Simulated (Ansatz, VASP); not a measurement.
# Cross-check of ZnSe (Stilleite) between VASP and Ansatz, part 2 of 2

Aim: how closely do two programs agree when they are given the same cell, functional and k mesh? The cell is taken from a series of VASP runs on this material, whose earlier steps may have relaxed, scaled or displaced it; both programs get it as it stands. Valence electrons are named where the data sets of a main pair hold unlike numbers.

VASP 6.6.1 and Ansatz 0.2.0.

So far. Step 5 (Ansatz: single point, PBE): The run ends at a pressure of -0.07 GPa.

### Step 6. VASP: single point, PBE

Level of this step: PBE; plane waves and PAW (Zn, Se) (VASP).

The same cell, functional, mesh and smearing now go to VASP, with its own data sets.

File INCAR:

```
SYSTEM = ZnSe
PREC = Accurate
ENCUT = 400
EDIFF = 1E-06
NELM = 100
ISMEAR = -5
SIGMA = 0.05
LREAL = .FALSE.
ALGO = Normal
GGA = PE
NBANDS = 21
LORBIT = 11
LWAVE = .FALSE.
LCHARG = .FALSE.
KPAR = 2
NEDOS = 2001
```

File POSCAR:

```
ZnSe
1.0
    0.0000000000      2.8675528976      2.8675528976
    2.8675528976      0.0000000000      2.8675528976
    2.8675528976      2.8675528976      0.0000000000
Zn Se
1 1
Direct
    0.0000000000      0.0000000000      0.0000000000
    0.2500000000      0.2500000000      0.2500000000
```

File KPOINTS:

```
Automatic mesh
0
Gamma
10 10 10
0 0 0
```

Potentials, in the order of the species: Zn and Se (PBE family, release 64).

Run with:

```sh
$ mpirun -np 2 vasp_std
```

Numbers of over 12 decimals in the logs are rounded to 6 here.

Output:

```text
[... set-up lines as in an earlier step ...]
 entering main loop
       N       E                     dE             d eps       ncg     rms          rms(c)
DAV:   1     0.928661282402E+02    0.92866E+02   -0.70430E+03  1987   0.807E+02
DAV:   2     0.930310651084E+00   -0.91936E+02   -0.84508E+02  2091   0.203E+02
DAV:   3    -0.624805501622E+01   -0.71784E+01   -0.71096E+01  2327   0.554E+01
DAV:   4    -0.632112864101E+01   -0.73074E-01   -0.73045E-01  2244   0.580E+00
[...]
DAV:  11    -0.603021323538E+01    0.10778E-04   -0.26318E-05  2265   0.348E-02    0.503E-03
DAV:  12    -0.603021442945E+01   -0.11941E-05   -0.42652E-06  2234   0.952E-03    0.248E-03
DAV:  13    -0.603021463091E+01   -0.20147E-06   -0.24355E-07  1848   0.336E-03
   1 F= -.60302146E+01 E0= -.60302146E+01  d E =0.000000E+00
```

OUTCAR, selected parts (step 6):

```text
  Total       -0.0210516     -0.0210516     -0.0210516     -0.0000000     -0.0000000      0.0000000
  in kB       -0.7152055     -0.7152055     -0.7152055     -0.0000000     -0.0000000      0.0000000
  external PRESSURE =      -0.7152055 kB  Pullay stress =       0.0000000 kB

 POSITION                                       TOTAL-FORCE (eV/Angst)
 -----------------------------------------------------------------------------------
      0.00000      0.00000      0.00000        -0.000000     -0.000000     -0.000000
      1.43378      1.43378      1.43378         0.000000      0.000000      0.000000
 -----------------------------------------------------------------------------------
    total drift:                               -0.000002     -0.000002     -0.000001

  FREE ENERGIE OF THE ION-ELECTRON SYSTEM (eV)
  ---------------------------------------------------
  free  energy   TOTEN  =        -6.0302146309 eV

  energy  without entropy=       -6.0302146309  energy(sigma->0) =       -6.03021463

[... 1 part as in an earlier step ...]

[... 2 further parts left out ...]
[key lines of the parts left out:]
E-fermi :   1.3293
```

The gap is read on the k-mesh alone, so it is an upper bound where the band edges lie off the mesh.

### Step 7. Side by side

What differs besides the data sets and the points named for the pairs above, as far as they apply: the data sets hold 28 valence electrons in Ansatz (on its default PAW (the set named soft_2) files) and 18 in VASP. Total energies have different zeros and are not compared.

Compared:

| quantity | Ansatz | VASP | difference |
| --- | --- | --- | --- |
| pressure (GPa) | -0.07 | -0.07 | 0.00 |
| pressure without Ansatz's Pulay correction (GPa) | -0.12 | -0.07 | -0.05 |
| gap on the k mesh (eV) | 1.148 | 1.147 | +0.001 |

A gap on the mesh is an upper bound, since the band edges may lie between its points. Ansatz's pressure holds a Pulay correction of 0.05 GPa; VASP's holds none.

### Step 8. VASP: band structure, PBE, spin-orbit coupling

The same path points are solved in both programs, so levels can be compared one by one.

File INCAR:

```
SYSTEM = ZnSe
PREC = Accurate
ENCUT = 400
EDIFF = 1E-06
NELM = 100
ISMEAR = 0
SIGMA = 0.05
LREAL = .FALSE.
ALGO = Normal
GGA = PE
LNONCOLLINEAR = .TRUE.
MAGMOM = 0 0 0 0 0 0
NBANDS = 30
GGA_COMPAT = .FALSE.
LASPH = .TRUE.
LSORBIT = .TRUE.
LORBIT = 11
LWAVE = .FALSE.
LCHARG = .FALSE.
KPAR = 2
```

POSCAR is that of step 6.

File KPOINTS:

```
Automatic mesh
0
Gamma
6 6 6
0 0 0
```

File KPOINTS_OPT:

```
Line mode
16
Line-mode
Reciprocal
  0.00000000   0.00000000   0.00000000 GAMMA
  0.50000000   0.00000000   0.50000000 X

  0.50000000   0.00000000   0.50000000 X
  0.50000000   0.25000000   0.75000000 W

  0.50000000   0.25000000   0.75000000 W
  0.37500000   0.37500000   0.75000000 K

  0.37500000   0.37500000   0.75000000 K
  0.00000000   0.00000000   0.00000000 GAMMA

  0.00000000   0.00000000   0.00000000 GAMMA
  0.50000000   0.50000000   0.50000000 L

  0.50000000   0.50000000   0.50000000 L
  0.62500000   0.25000000   0.62500000 U

  0.62500000   0.25000000   0.62500000 U
  0.50000000   0.25000000   0.75000000 W

  0.50000000   0.25000000   0.75000000 W
  0.50000000   0.50000000   0.50000000 L

  0.50000000   0.50000000   0.50000000 L
  0.37500000   0.37500000   0.75000000 K

  0.62500000   0.25000000   0.62500000 U
  0.50000000   0.00000000   0.50000000 X
```

Run with:

```sh
$ mpirun -np 2 vasp_ncl
```

Output:

```text
[... set-up lines as in an earlier step ...]
 entering main loop
       N       E                     dE             d eps       ncg     rms          rms(c)
DAV:   1     0.110604583409E+03    0.11060E+03   -0.69821E+03  1320   0.113E+03
DAV:   2     0.462883453877E+01   -0.10598E+03   -0.99678E+02  1344   0.280E+02
DAV:   3    -0.613533381230E+01   -0.10764E+02   -0.10642E+02  1552   0.906E+01
DAV:   4    -0.634013150462E+01   -0.20480E+00   -0.20454E+00  1488   0.130E+01
[...]
DAV:  12    -0.604875779722E+01   -0.57217E-05   -0.23275E-05  1472   0.959E-02    0.385E-03
DAV:  13    -0.604875917336E+01   -0.13761E-05   -0.51443E-06  1524   0.167E-02    0.272E-03
DAV:  14    -0.604875912836E+01    0.45000E-07   -0.47487E-07  1164   0.116E-02
   1 F= -.60487591E+01 E0= -.60487591E+01  d E =-.245216E-16  mag=    -0.0000     0.0000    -0.0000
 Start KPOINTS_OPT (optional k-point list driver)
k-point batch [1-22\160]
       N       E                     dE             ncg
DAV:   1     0.859720893213E+03   -0.60717E+04     1334
DAV:   2    -0.141960857412E+04   -0.22793E+04     1326
DAV:   3    -0.164638371312E+04   -0.22678E+03     1614
DAV:   4    -0.165038377781E+04   -0.40001E+01     1502
DAV:   5    -0.165040242991E+04   -0.18652E-01     1602
DAV:   6    -0.165040258893E+04   -0.15902E-03     1522
DAV:   7    -0.165040259089E+04   -0.19572E-05     1434
DAV:   8    -0.165040259097E+04   -0.85057E-07     1124
[...]
k-point batch [155-160\160]
       N       E                     dE             ncg
DAV:   1     0.890207019620E+04   -0.30540E+04      360
DAV:   2     0.827399493996E+04   -0.62808E+03      360
DAV:   3     0.821375852430E+04   -0.60236E+02      468
DAV:   4     0.821289920656E+04   -0.85932E+00      442
DAV:   5     0.821289562864E+04   -0.35779E-02      464
DAV:   6     0.821289559855E+04   -0.30090E-04      454
DAV:   7     0.821289559823E+04   -0.32114E-06      400
```

OUTCAR, selected parts (step 8):

```text
  Total       -0.0184482     -0.0184482     -0.0184482     -0.0000000     -0.0000000     -0.0000000
  in kB       -0.6267597     -0.6267597     -0.6267597     -0.0000000     -0.0000000     -0.0000000
  external PRESSURE =      -0.6267597 kB  Pullay stress =       0.0000000 kB

 POSITION                                       TOTAL-FORCE (eV/Angst)
 -----------------------------------------------------------------------------------
      0.00000      0.00000      0.00000         0.000000      0.000000      0.000000
      1.43378      1.43378      1.43378        -0.000000     -0.000000     -0.000000
 -----------------------------------------------------------------------------------
    total drift:                                0.000000      0.000000      0.000000

  FREE ENERGIE OF THE ION-ELECTRON SYSTEM (eV)
  ---------------------------------------------------
  free  energy   TOTEN  =        -6.0487591284 eV

  energy  without entropy=       -6.0487591284  energy(sigma->0) =       -6.04875913

 magnetization (x)
# of ion       s       p       d       tot
------------------------------------------
    1        0.000  -0.000  -0.000  -0.000
    2        0.000   0.000   0.000   0.000
--------------------------------------------------
tot          0.000  -0.000  -0.000  -0.000

 magnetization (y)
# of ion       s       p       d       tot
------------------------------------------
    1        0.000   0.000   0.000   0.000
    2        0.000   0.000   0.000   0.000
--------------------------------------------------
tot          0.000   0.000   0.000   0.000

 magnetization (z)
# of ion       s       p       d       tot
------------------------------------------
    1        0.000  -0.000  -0.000  -0.000
    2       -0.000   0.000   0.000  -0.000
--------------------------------------------------
tot          0.000  -0.000  -0.000  -0.000

[... 1 part as in an earlier step ...]

[... 2 further parts left out ...]
[key lines of the parts left out:]
E-fermi :   1.7177
```

The run ends at a pressure of -0.06 GPa.

### Step 9. Ansatz: band structure, PBE, spin-orbit coupling

The same cell, functional, mesh and smearing now go to Ansatz, which takes its cutoff from its data sets.

The cell is taken from a series of VASP runs on this material, whose earlier steps may have relaxed, scaled or displaced it; both programs get it as it stands.

File input.yaml:

```yaml
crystal:
  lattice:
    - [0.0, 2.8675528976, 2.8675528976]
    - [2.8675528976, 0.0, 2.8675528976]
    - [2.8675528976, 2.8675528976, 0.0]
  atoms:
    - { symbol: Zn, position: [0.0, 0.0, 0.0] }
    - { symbol: Se, position: [0.25, 0.25, 0.25] }
hamiltonian:
  xc: pbe
  pseudopotentials: { kind: paw_fr }
magnetization:
  noncollinear: true
  spin_orbit: true
kpoints:
  mp_grid: { grid: [6, 6, 6] }
  band_path:
    path:
      - [0.0, 0.0, 0.0]
      - [0.16667, 0.0, 0.16667]
      - [0.33333, 0.0, 0.33333]
      - [0.5, 0.0, 0.5]
      - [0.5, 0.08333, 0.58333]
      - [0.5, 0.18333, 0.68333]
      - [0.5, 0.25, 0.75]
      - [0.45, 0.3, 0.75]
      - [0.40833, 0.34167, 0.75]
      - [0.35, 0.35, 0.7]
      - [0.225, 0.225, 0.45]
      - [0.075, 0.075, 0.15]
      - [0.03333, 0.03333, 0.03333]
      - [0.23333, 0.23333, 0.23333]
      - [0.4, 0.4, 0.4]
      - [0.51667, 0.46667, 0.51667]
      - [0.55833, 0.38333, 0.55833]
      - [0.60833, 0.28333, 0.60833]
      - [0.60833, 0.25, 0.64167]
      - [0.55833, 0.25, 0.69167]
      - [0.51667, 0.25, 0.73333]
      - [0.5, 0.3, 0.7]
      - [0.5, 0.38333, 0.61667]
      - [0.5, 0.48333, 0.51667]
      - [0.475, 0.475, 0.55]
      - [0.425, 0.425, 0.65]
      - [0.38333, 0.38333, 0.73333]
      - [0.59167, 0.18333, 0.59167]
      - [0.55, 0.1, 0.55]
      - [0.5, 0.0, 0.5]
    npoints: 1
scf:
  occupations: { method: gaussian, width: 0.05 }
  n_extra_bands: 14
output:
  forces: true
  stress: true
  eigenvalues: true
```

Run with:

```sh
$ ansatz run input.yaml --threads 2 --pin off --max-ram 4608MiB --backend cpu --events-out ev --progress --plain --runs-dir out
```

Output:

```text
[...]
non-collinear run that drives no moment, with spin-orbit: no starting moment large enough to seed its density (crystal.atoms[].spin), no starting occupations that ask for one, no magnetisation constraint and no magnetic field, so the semilocal B_xc is pinned to zero
Crystal: 2 atoms, lattice volume = 47.159 Å³
[...]
k-point 1: bands = [... 24 lower, 5.9492, 5.9492, 6.1829, 6.1939, 8.7327, 8.7327, 12.1374, 12.1374, ... 10 higher]
  k-point 2: bands = [... 24 lower, 5.5464, 5.5464, 5.7737, 5.7845, 8.9109, 8.9109, 12.7377, 12.7377, ... 10 higher]
  k-point 15: bands = [... 24 lower, 3.7091, 3.8538, 3.9382, 3.9431, 10.7782, 10.8072, 10.9770, 11.0815, ... 10 higher]
[key lines of the parts left out:]
SCF converged after 7 iterations
Magnetization: |M| = 0.0000 μB,  M = (+0.0000, +0.0000, +0.0000) μB
Free energy (F): -8789.762474 eV
Fermi energy:    6.941315 eV
P = ⅓ Tr σ = -0.0430 GPa (-0.430 kbar)
```

The job ended after 4.4 s (2 threads of Intel Xeon 6975P-C (Granite Rapids), shared host; peak memory 0.54 GiB; 8.1 s of CPU time).

### Step 10. Differences

What differs besides the data sets and the points named for the pairs above, as far as they apply: spin-orbit coupling enters by fully relativistic files in Ansatz and inside the spheres in VASP; the data sets hold 28 valence electrons in Ansatz (on its fully relativistic PAW (standard-fr) files) and 18 in VASP. Total energies have different zeros and are not compared.

Both answers:

| quantity | Ansatz | VASP | difference |
| --- | --- | --- | --- |
| pressure (GPa) | -0.04 | -0.06 | +0.02 |
| pressure without Ansatz's Pulay correction (GPa) | -0.09 | -0.06 | -0.03 |
| gap over the path points (eV) | 1.022 | 1.022 | 0.000 |

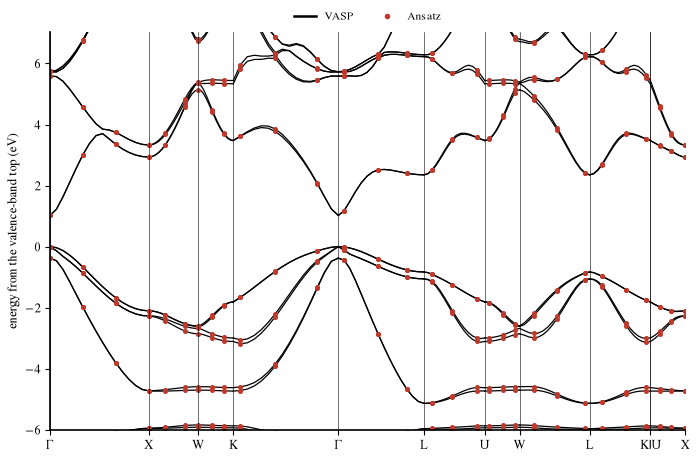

Bands from VASP (lines) and levels from Ansatz (dots). Dots without a line are higher empty bands that the VASP plot leaves out.

Levels at points of the path, from each program's valence-band top (eV; 8 filled, then empty):

| k (reciprocal lattice) | Ansatz | VASP |
| --- | --- | --- |
| 0.000 0.000 0.000 | -6.15 -6.15 -0.38 -0.38 0.00 0.00 0.00 0.00 1.02 1.02 5.59 5.59 5.74 5.74 | -6.15 -6.15 -0.38 -0.38 0.00 0.00 0.00 0.00 1.02 1.02 5.58 5.58 5.73 5.73 |
| 0.167 0.000 0.167 | -6.13 -6.13 -1.98 -1.98 -0.87 -0.87 -0.67 -0.67 3.00 3.00 4.58 4.58 6.74 6.74 | -6.13 -6.13 -1.98 -1.98 -0.87 -0.87 -0.67 -0.67 3.00 3.00 4.58 4.58 6.73 6.73 |
| 0.333 0.000 0.333 | -6.07 -6.07 -3.80 -3.80 -1.85 -1.85 -1.68 -1.68 3.36 3.36 3.75 3.75 8.63 8.63 | -6.07 -6.07 -3.81 -3.81 -1.85 -1.85 -1.68 -1.68 3.35 3.35 3.74 3.74 8.64 8.64 |
| 0.500 0.000 0.500 | -5.95 -5.95 -4.72 -4.72 -2.27 -2.27 -2.10 -2.10 2.94 2.94 3.33 3.33 10.31 10.31 | -5.95 -5.95 -4.73 -4.73 -2.27 -2.27 -2.10 -2.10 2.94 2.94 3.33 3.33 10.32 10.32 |
| 0.500 0.083 0.583 | -5.95 -5.92 -4.73 -4.68 -2.44 -2.37 -2.24 -2.23 3.33 3.35 3.67 3.73 9.57 9.67 | -5.95 -5.92 -4.73 -4.68 -2.44 -2.37 -2.25 -2.24 3.33 3.34 3.67 3.73 9.57 9.67 |
| 0.500 0.183 0.683 | -5.92 -5.86 -4.71 -4.61 -2.77 -2.61 -2.53 -2.52 4.59 4.63 4.74 4.85 7.65 7.70 | -5.92 -5.86 -4.71 -4.61 -2.77 -2.61 -2.53 -2.53 4.59 4.62 4.74 4.85 7.65 7.70 |
| 0.500 0.250 0.750 | -5.92 -5.84 -4.70 -4.58 -2.86 -2.68 -2.61 -2.60 5.14 5.34 5.35 5.39 6.72 6.80 | -5.92 -5.84 -4.70 -4.59 -2.86 -2.68 -2.61 -2.60 5.14 5.34 5.35 5.39 6.72 6.80 |
| 0.450 0.300 0.750 | -5.92 -5.85 -4.71 -4.59 -2.98 -2.86 -2.31 -2.25 4.41 4.48 5.35 5.46 7.34 7.39 | -5.93 -5.86 -4.71 -4.60 -2.98 -2.86 -2.31 -2.26 4.41 4.47 5.35 5.46 7.34 7.39 |
| 0.408 0.342 0.750 | -5.93 -5.87 -4.72 -4.61 -3.08 -2.96 -1.94 -1.92 3.69 3.71 5.34 5.45 8.25 8.31 | -5.93 -5.87 -4.72 -4.62 -3.08 -2.96 -1.94 -1.92 3.68 3.71 5.34 5.45 8.25 8.31 |
| 0.350 0.350 0.700 | -5.95 -5.87 -4.71 -4.59 -3.18 -3.05 -1.67 -1.66 3.61 3.63 5.81 5.95 8.43 8.54 | -5.95 -5.88 -4.72 -4.59 -3.18 -3.06 -1.67 -1.66 3.61 3.62 5.82 5.95 8.43 8.54 |

Among the levels compared at these points, filled levels agree within 5 meV and empty ones within 13 meV. Ansatz's pressure holds a Pulay correction of 0.05 GPa; VASP's holds none.

### Step 11. Outcome

| Property | Result |
| --- | --- |
| largest difference of a filled level at the path points (band structure, PBE) | 5.3 meV |
| difference in gap on the k mesh (single point, PBE) | 0.0010 eV |
| largest difference of a filled level at the path points (band structure, PBE, spin-orbit coupling) | 5.2 meV |

What this shows: The largest difference of a filled level at the path points is 5.3 meV (band structure, PBE), within the 80 meV picked in this series as the mark of a large difference. The data sets hold unlike numbers of valence electrons (28 in Ansatz and 18 in VASP), so part of the differences comes from the potentials. Such differences can come from data sets, numerical settings and the points named under the comparisons, not from the functional's error against experiment.

[Lines on the potential files, build, host, timing and source positions are cut from VASP's logs without a mark.]

[Logs are printed without paths, hosts, clocks, repeated set-up lines and the standing remarks that a program may print on its own settings, such as how far it seeks lower states.]

[Hosts, paths, dates, database ids (printed as entryN), source tags and the programs' standing remarks are cut or masked in the printed files.]
